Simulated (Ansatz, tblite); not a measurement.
# Ge(CF3)H3 (CH3F3Ge): one state, many levels, part 2 of 2

Aim: run the singlet of Ge(CF3)H3 (CH3F3Ge) at one geometry on many levels, and compare frontier levels, spin and run time.

Ansatz 0.2.0, Gaussian basis; as each input shows. Earlier steps stand in the parts before.

### 12 ωB97X-V/def2-TZVP

Contents of in.yaml:

```yaml
crystal:
  periodic: [false, false, false]
  atoms:
    - {symbol: Ge, position_ang: [-0.002335, 0.002997, -1.009122]}
    - {symbol: C, position_ang: [0.002260, -0.003073, 0.986169]}
    - {symbol: F, position_ang: [-1.237825, 0.101432, 1.481144]}
    - {symbol: F, position_ang: [0.715730, 1.017576, 1.479174]}
    - {symbol: F, position_ang: [0.532319, -1.132296, 1.473564]}
    - {symbol: H, position_ang: [1.457810, -0.044507, -1.473802]}
    - {symbol: H, position_ang: [-0.691569, 1.294367, -1.464679]}
    - {symbol: H, position_ang: [-0.776401, -1.236497, -1.472448]}
basis:
  gaussian: {orbitals: def2-TZVP, initial_orbitals: start.molden}
hamiltonian: {xc: {name: wB97X-V}}
scf: {omitted_lower_state_checks: [starts]}
output: {orbitals: {seedname: orbitals}}
```

Launch:

```
$ ansatz run in.yaml --threads 4 --pin off --events-out ev --progress --plain --max-ram 3916MiB
```

Log, shortened:

```text
Functional definition: wB97X-V
  name "wB97X-V"
  cite "Mardirossian & Head-Gordon, Phys. Chem. Chem. Phys. 16, 9904 (2014) doi:10.1039/C3CP54374A"
  cite "Becke, J. Chem. Phys. 107, 8554 (1997) doi:10.1063/1.475007"
  cite "Vydrov & Van Voorhis, J. Chem. Phys. 133, 244103 (2010) doi:10.1063/1.3521275"
[...]
      + integral(e_c_pw_opposite_spin*poly(b97_u_opposite, cos0, cos1)) + vv10(b, c)
[...]
1169 factors; their error is unknown
247 factors; integrals over basis functions are off by at most 4.8e-6 eV
[...]
mean field -65750.42234421 eV, -2416.2834539128 hartree, gradient 2.4e-5 eV, S^2 0.000000; 0 other end points of the search recorded, 0 dependent functions left out
reference -65750.42234263 eV, -2416.2834538548 hartree; 34, 34 occupied and 156, 156 virtual orbitals, 1169 factors
Total energy: -65750.42234263 eV, -2416.2834538548 hartree
Checks for a lower state left out: starts
```

Run time: 9 s. Hardware: 4 threads of Arm Neoverse N1, shared host; peak memory 0.58 GiB.

From the report: HOMO -11.73 eV, LUMO 2.50 eV.

### 13 PBE-D4/def2-SVP

in.yaml: that of step 12 with these lines changed.

```diff
@@ -12,4 +12,4 @@
 basis:
-  gaussian: {orbitals: def2-TZVP, initial_orbitals: start.molden}
-hamiltonian: {xc: {name: wB97X-V}}
+  gaussian: {orbitals: def2-SVP, initial_orbitals: start.molden}
+hamiltonian: {xc: pbe, dispersion: d4}
 scf: {omitted_lower_state_checks: [starts]}
```

Launched as before.

Log:

```text
Functional definition: PBE
  name "PBE"
  cite "Perdew, Burke & Ernzerhof, Phys. Rev. Lett. 77, 3865 (1996) doi:10.1103/PhysRevLett.77.3865"
  parent pbe
  parameter kappa = 0.804
  parameter beta = 0.06672455060314922
  exchange = pbe_x(kappa = kappa, mu = beta*pi^2/3)
  correlation = pbe_c(beta = beta)
these checks for a lower state are left out or cut short: starts
1127 factors; their error is unknown
mean field evaluation 1: about -65722.4308 eV, gradient 1.2e1 eV
mean field evaluation 2: about -65722.7082 eV, gradient 2.1e-1 eV
mean field evaluation 4: about -65722.6293 eV, gradient 2.7e-4 eV
mean field -65722.62931557 eV, -2415.2620789489 hartree, gradient 7.8e-6 eV, S^2 0.000000; 0 other end points of the search recorded, 0 dependent functions left out
reference -65722.62934315 eV, -2415.2620799627 hartree; 34, 34 occupied and 69, 69 virtual orbitals, 1127 factors
Total energy: -65722.76739745 eV, -2415.2671533644 hartree
Checks for a lower state left out: starts
```

Wall time 1.2 s (4 threads of Arm Neoverse N1, shared host).

Report: HOMO -7.61 eV, LUMO -0.16 eV.

### 14 PBE0-D4/def2-SVP

in.yaml: that of step 13 with these lines changed.

```diff
@@ -13,3 +13,3 @@
   gaussian: {orbitals: def2-SVP, initial_orbitals: start.molden}
-hamiltonian: {xc: pbe, dispersion: d4}
+hamiltonian: {xc: pbe0, dispersion: d4}
 scf: {omitted_lower_state_checks: [starts]}
```

Launched as before.

Log:

```text
Functional definition: PBE0
  name "PBE0"
  cite "Adamo & Barone, J. Chem. Phys. 110, 6158 (1999) doi:10.1063/1.478522"
  cite "Perdew, Burke & Ernzerhof, Phys. Rev. Lett. 77, 3865 (1996) doi:10.1103/PhysRevLett.77.3865"
  parent pbe
  parameter a = 0.25
  parameter kappa = 0.804
  parameter beta = 0.06672455060314922
  exchange = (1 - a)*pbe_x(kappa = kappa, mu = beta*pi^2/3) + a*exact_x
  correlation = pbe_c(beta = beta)
these checks for a lower state are left out or cut short: starts
1009 factors; integrals over basis functions are off by at most 1.3e-3 eV
mean field evaluation 1: about -65723.8698 eV, gradient 1.0e1 eV
mean field evaluation 2: about -65724.0471 eV, gradient 1.3e-1 eV
mean field evaluation 4: about -65724.2042 eV, gradient 6.8e-4 eV
mean field -65724.20417164 eV, -2415.3199538421 hartree, gradient 1.6e-5 eV, S^2 0.000000; 0 other end points of the search recorded, 0 dependent functions left out
reference -65724.20419224 eV, -2415.3199545990 hartree; 34, 34 occupied and 69, 69 virtual orbitals, 1009 factors
Total energy: -65724.31941681 eV, -2415.3241890239 hartree
Checks for a lower state left out: starts
```

Run time: 1.9 s. Hardware: 4 threads of Arm Neoverse N1, shared host.

HOMO -9.24 eV, LUMO 0.60 eV.

### 15 HF/STO-3G

in.yaml: that of step 14 with these lines changed.

```diff
@@ -12,4 +12,4 @@
 basis:
-  gaussian: {orbitals: def2-SVP, initial_orbitals: start.molden}
-hamiltonian: {xc: pbe0, dispersion: d4}
+  gaussian: {orbitals: STO-3G}
+hamiltonian: {xc: hf}
 scf: {omitted_lower_state_checks: [starts]}
```

The command is unchanged.

Log:

```text
Functional definition: HF
  name "HF"
  cite "Fock, Z. Phys. 61, 126 (1930) doi:10.1007/BF01340294"
  parent pbe
  exchange = exact_x
  correlation = 0
these checks for a lower state are left out or cut short: starts
522 factors; integrals over basis functions are off by at most 3.3e-5 eV
mean field evaluation 1: about -64894.9196 eV, gradient 3.8e1 eV
mean field evaluation 2: about -64895.0912 eV, gradient 3.8e1 eV
mean field evaluation 4: about -64899.9673 eV, gradient 2.2e0 eV
mean field evaluation 8: about -64899.9947 eV, gradient 3.0e-4 eV
mean field -64899.99465259 eV, -2385.0308126865 hartree, gradient 5.6e-6 eV, S^2 0.000000; 0 other end points of the search recorded, 0 dependent functions left out
reference -64899.99465259 eV, -2385.0308126865 hartree; 34, 34 occupied and 7, 7 virtual orbitals, 522 factors
Total energy: -64899.99465259 eV, -2385.0308126865 hartree
Checks for a lower state left out: starts
```

Run time: 0.2 s. Hardware: 4 threads of Arm Neoverse N1, shared host.

Report: HOMO -9.07 eV, LUMO 11.42 eV.

### 16 CCSD(T)/def2-TZVP

in.yaml: that of step 15 with these lines changed.

```diff
@@ -12,4 +12,4 @@
 basis:
-  gaussian: {orbitals: STO-3G}
-hamiltonian: {xc: hf}
+  gaussian: {orbitals: def2-TZVP, initial_orbitals: start.molden}
+correlation: {method: ccsd_t}
 scf: {omitted_lower_state_checks: [starts]}
```

Launched as before.

Log, shortened:

```text
Functional definition: HF
  name "HF"
  cite "Fock, Z. Phys. 61, 126 (1930) doi:10.1007/BF01340294"
  parent pbe
[...]
1310 factors; integrals over basis functions are off by at most 8.9e-4 eV
[...]
mean field -65672.94248523 eV, -2413.4361216130 hartree, gradient 3.7e-6 eV, S^2 0.000000; 0 other end points of the search recorded, 0 dependent functions left out
13 core orbitals not correlated: weight in the atoms' cores, before any rotation towards them, 1.000 or more for the frozen orbitals, at most 0.000 for the correlated occupied ones
reference -65672.94248523 eV, -2413.4361216130 hartree; 21, 21 occupied and 156, 156 virtual orbitals, 1310 factors
second order -31.44104309 eV of doubles, -0.00000000 eV of singles
cycle   1  -31.00995595 eV  change    4.3e-1 eV  update   1.2e-1
[...]
cycle   9  -31.91081854 eV  change   -2.1e-5 eV  update   1.6e-5
perturbative correction -1.02786352 eV, -0.0377732875 hartree
Total energy: -65705.88116728 eV, -2414.6465958518 hartree
Checks for a lower state left out: starts
```

Wall time 2.6 min (4 threads of Arm Neoverse N1, shared host); peak memory 2.5 GiB.

Report: Hartree-Fock HOMO -13.10 eV, LUMO 3.46 eV; T1 0.013.

### 17 RPA/def2-TZVP

in.yaml: that of step 16 with these lines changed.

```diff
@@ -13,4 +13,4 @@
   gaussian: {orbitals: def2-TZVP, initial_orbitals: start.molden}
-correlation: {method: ccsd_t}
+hamiltonian: {xc: pbe}
+correlation: {method: rpa}
 scf: {omitted_lower_state_checks: [starts]}
-output: {orbitals: {seedname: orbitals}}
```

Launched as before.

Log, shortened:

```text
Functional definition: PBE
  name "PBE"
  cite "Perdew, Burke & Ernzerhof, Phys. Rev. Lett. 77, 3865 (1996) doi:10.1103/PhysRevLett.77.3865"
  parent pbe
[...]
1310 factors; integrals over basis functions are off by at most 8.9e-4 eV
[...]
mean field -65740.94038434 eV, -2415.9349983148 hartree, gradient 1.9e-6 eV, S^2 0.000000; 0 other end points of the search recorded, 0 dependent functions left out
13 core orbitals not correlated: weight in the atoms' cores, before any rotation towards them, 1.000 or more for the frozen orbitals, at most 0.000 for the correlated occupied ones
reference -65670.66069189 eV, -2413.3522672545 hartree; 21, 21 occupied and 156, 156 virtual orbitals, 1310 factors
Total energy: -65718.69612979 eV, -2415.1175370377 hartree
Checks for a lower state left out: starts
```

Wall time 5.5 s (4 threads of Arm Neoverse N1, shared host).

### 18 Comparison

```
               level  functions  HOMO (eV)  LUMO (eV)  gap (eV)   time
           HF/STO-3G         41      -9.07      11.42     20.48  0.2 s
        HF/def2-TZVP        190     -13.10       3.46     16.56    2 s
     PBE-D4/def2-SVP        103      -7.61      -0.16      7.45  1.2 s
    PBE-D4/def2-TZVP        190      -7.83      -0.32      7.51  2.3 s
 r2SCAN-D4/def2-TZVP        190      -8.18       0.00      8.19  4.6 s
    B97M-V/def2-TZVP        190      -8.30      -0.21      8.09  8.5 s
r2SCANh-D4/def2-TZVP        190      -8.74       0.28      9.02    6 s
  B3LYP-D4/def2-TZVP        190      -9.15       0.20      9.35  3.4 s
    PBE0-D4/def2-SVP        103      -9.24       0.60      9.84  1.9 s
   PBE0-D4/def2-TZVP        190      -9.35       0.49      9.83  4.8 s
r2SCAN0-D4/def2-TZVP        190      -9.59       0.68     10.27    6 s
  BHLYP-D4/def2-TZVP        190     -10.84       1.25     12.09  3.4 s
   ωB97X-V/def2-TZVP        190     -11.73       2.50     14.24    9 s
```

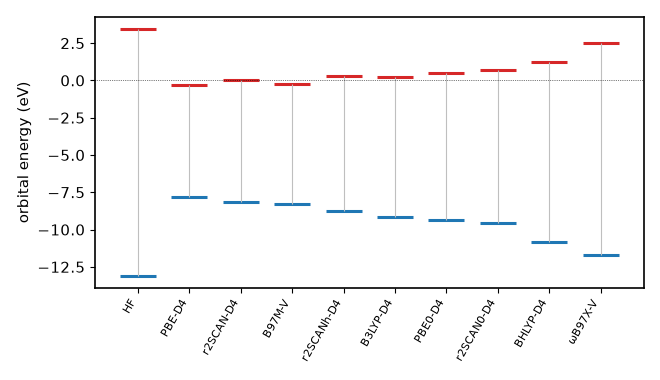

Highest filled (blue) and lowest empty (red) level in def2-TZVP.

Energy pieces by basis (eV):

```
    basis           HF  MP2 correlation  CCSD correlation      (T)        total
def2-TZVP  -65672.9425         -31.4410          -31.9108  -1.0279  -65705.8812
```

### 19 Binding energy

Free atoms were run apart at each level; binding is atoms less cluster, divided by the number of atoms, without zero-point or spin-orbit terms.

Differences are taken before rounding.

| method | binding an atom (eV) | from CCSD(T)/def2-TZVP (eV) | time |
| --- | --- | --- | --- |
| HF/STO-3G | 2.847 | -0.469 | 0.2 s |
| HF/def2-TZVP | 2.339 | -0.976 | 2 s |
| PBE-D4/def2-SVP | 3.604 | +0.289 | 1.2 s |
| PBE-D4/def2-TZVP | 3.524 | +0.209 | 2.3 s |
| r2SCAN-D4/def2-TZVP | 3.447 | +0.131 | 4.6 s |
| B97M-V/def2-TZVP | 3.441 | +0.125 | 8.5 s |
| r2SCANh-D4/def2-TZVP | 3.405 | +0.089 | 6 s |
| B3LYP-D4/def2-TZVP | 3.390 | +0.074 | 3.4 s |
| PBE0-D4/def2-SVP | 3.471 | +0.155 | 1.9 s |
| PBE0-D4/def2-TZVP | 3.410 | +0.094 | 4.8 s |
| r2SCAN0-D4/def2-TZVP | 3.345 | +0.029 | 6 s |
| BHLYP-D4/def2-TZVP | 3.238 | -0.078 | 3.4 s |
| ωB97X-V/def2-TZVP | 3.450 | +0.135 | 9 s |
| MP2/def2-TZVP | 3.407 | +0.091 |  |
| CCSD/def2-TZVP | 3.251 | -0.065 |  |
| CCSD(T)/def2-TZVP | 3.316 | 0 | 2.6 min |

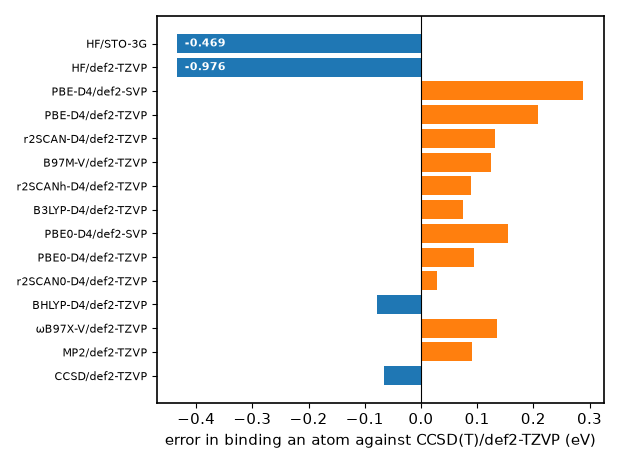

Deviations from CCSD(T)/def2-TZVP, method by method. Bars with a number in them are cut short.

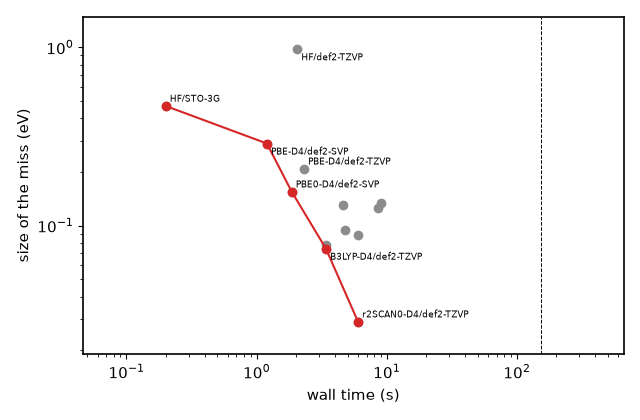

Accuracy for the time spent; red marks the levels that beat every quicker one drawn (of those quicker than the yardstick), and the dashed line is the time of CCSD(T)/def2-TZVP. Only those levels and the largest misses are named. Times are from a shared host.

### 20 Outcome

This closing draws on all 2 parts.

```
                                                                  quantity                            value
gap in def2-TZVP, named functionals and Hartree-Fock, smallest and largest  7.51 eV (PBE-D4), 16.56 eV (HF)
                                     correlation energy, CCSD(T)/def2-TZVP                        -32.94 eV
                                        binding an atom, CCSD(T)/def2-TZVP                         3.316 eV
                           PBE0 total energy, smallest basis above largest   18.24 eV (def2-SVP, def2-TZVP)
```

In words: Over the named functionals and Hartree-Fock in def2-TZVP the gap runs from 7.51 eV (PBE-D4) to 16.56 eV (HF); exact exchange widens it. A small miss in a minimal or small basis is a cancelling of errors, not accuracy. The functionals in def2-TZVP miss CCSD(T)/def2-TZVP by -0.078 (BHLYP-D4) to +0.209 eV (PBE-D4) an atom. The reference is CCSD(T) in one finite basis, so it carries an error of its own, often a tenth of an eV or more, and near misses can't be ranked.

r2SCAN0-D4/def2-TZVP reaches 0.029 eV from the reference in 6 s, where CCSD(T)/def2-TZVP took 2.6 min; the quickest level in the cost chart, HF/STO-3G, takes 0.2 s and misses by 0.469 eV. The slowest run with a step of its own, CCSD(T)/def2-TZVP, took 2.6 min; the quickest functional in def2-TZVP took 2.3 s (shared host).
